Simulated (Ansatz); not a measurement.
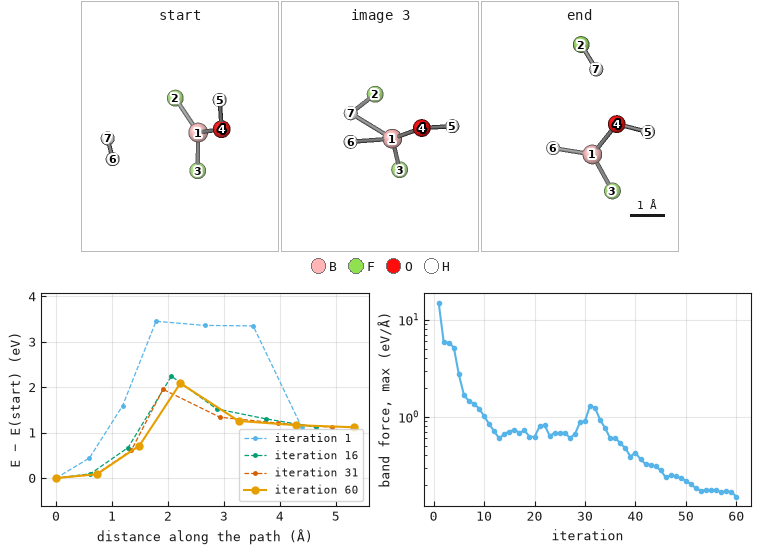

A nudged-elastic-band calculation for BH₃OF₂, made up of BHOF₂ and H2. Images are numbered from 0 (start) to 6 (end). The plot follows the band through its iterations. Style: ball-and-stick. Shown from a free direction.

Level of theory: RKS PBE0-D4/def2-SVP (Ansatz 0.2.0). Run with 5 movable images; climbing image; force threshold 0.05 eV/Å; iteration limit 60; optimiser FIRE; largest step 0.5 Å; starting path through a guess of the saddle point.

> How did the profile develop, and is the result final?

The result isn't final. The band hadn't converged when the run stopped after 60 iterations. The largest component of the band force went from 15 to 0.15 eV/Å. The barrier read from it is provisional, though the highest image hardly moved in the last two iterations. The step length is far from the usual. The first iteration put the highest image at 3.45 eV. The highest point, image 3, lies 2.09 eV above the start and 0.97 eV above the end; the end is at +1.12 eV relative to the start.

Limits of the set-up: the start holds two separate molecules, 2.7 Å apart at their closest, whose relative position is a soft coordinate.

Cost: 9.3 min on 1 thread of Arm Neoverse V1, with other jobs on the host, peak memory 0.13 GiB.
